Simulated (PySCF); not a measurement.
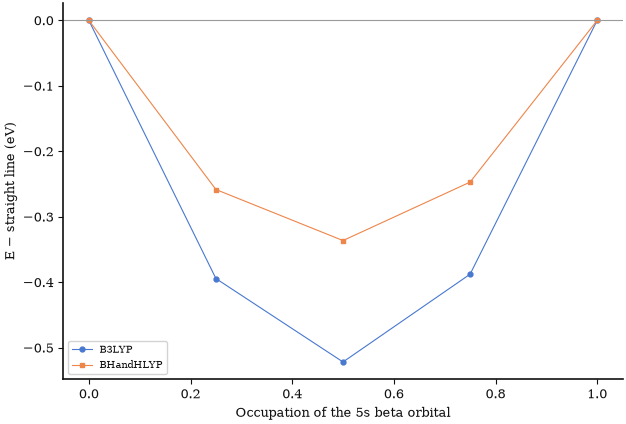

One 5s beta orbital of neutral zirconium ([Kr] 4d² 5s²) is emptied in steps. The plot gives the energy less the straight line between the integer ends. PySCF, def2-TZVPPD with a 28-electron core potential, unrestricted single determinants, no spin-orbit coupling.

Q: Describe the curvature of each method.

A: B3LYP: convex (delocalisation error), largest departure −0.52 eV, removal energy 6.618 eV; BHandHLYP: convex (delocalisation error), largest departure −0.34 eV, removal energy 6.371 eV. The measured removal energy is 6.634 eV. The exact energy is a straight line between whole electron numbers.
